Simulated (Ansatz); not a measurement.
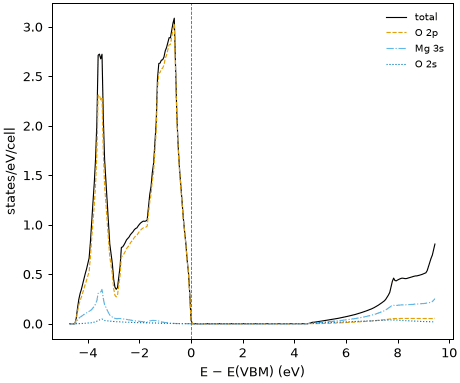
Total and projected density of states of MgO (rock salt, space group No. 225), the program Ansatz at the PBE level (PAW)

Question: Which orbitals carry the states next to the gap?

Answer: Top 1 eV of the valence band: O 2p 98 %. Bottom 1 eV of the conduction band: Mg 3s 56 %, O 2s 34 %, O 2p 9 %. Projections are on Löwdin-orthogonalised atomic valence shells; empty p or d shells of many metals are not among them.

Question: Where is the tallest occupied peak in this window, and what makes it?

Answer: Near -0.6 eV, about 3.1 states/eV per cell; the largest projected share is O 2p.

Space group Fm-3m (rock salt). The cell was relaxed with PBE under the symmetry of its start.

Potentials: the later of the program's two PAW sets.
